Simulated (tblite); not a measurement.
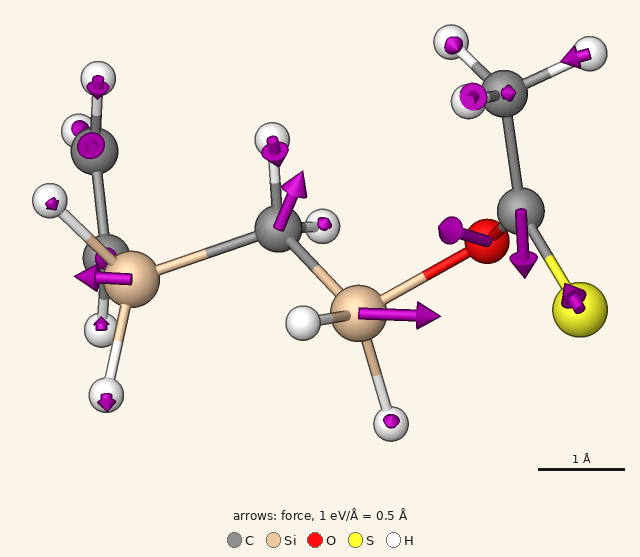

Starting geometry of C5H12OSSi2 with the computed forces as purple arrows. A ball-and-stick model, seen from a free direction.

Method: tblite, GFN2-xTB geometry optimisation, gas phase. 

### Is this structure relaxed? If not, where do the atoms go?

It isn't relaxed: the largest force vector, on the O atom, is 2.19 eV/Å. The final displacements have little in common with the starting forces (cosine between the two patterns 0.17). The energy falls by 19.1 kcal/mol in 231 geometry steps. The largest move after the best rigid fit is that of an H atom, 1.94 Å. Largest moves by element: H 1.94 Å, O 1.13 Å, S 0.91 Å, Si 0.68 Å, C 0.68 Å. Near-neighbour distances that change, for instance: S–Si 3.605 → 3.138 Å, O–Si 1.751 → 1.666 Å, C–O 1.381 → 1.310 Å, C–Si 1.849 → 1.894 Å. Among the angles between lasting bonds that change: C–C–Si 115.8° → 126.0°, C–Si–H 116.8° → 109.5°, O–C–C 122.0° → 115.1°. Groups turn about C–O by about 80°, C–Si by about 75°, C–C by about 70°. The run took 4.6 s on 1 thread of Arm Neoverse N1, with other jobs on the host.
